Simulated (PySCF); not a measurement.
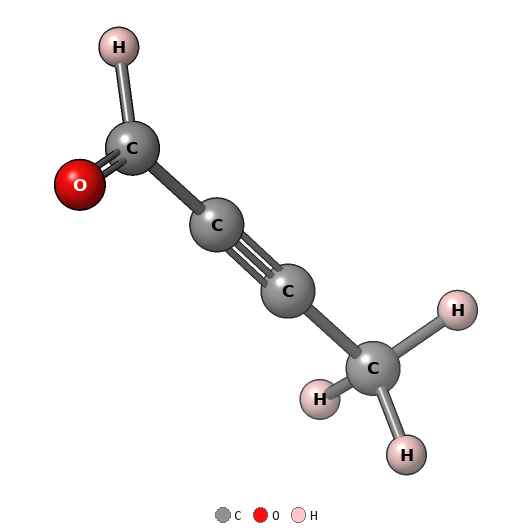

Orthographic view. Depth is shown by fading: the farther an atom, the more it takes the colour of the background. The geometry was computed by an optimisation with GFN2-xTB. No frequency run is at hand to confirm it as a minimum.

Write the InChI string.

Answer. InChI=1S/C4H4O/c1-2-3-4-5/h4H,1H3
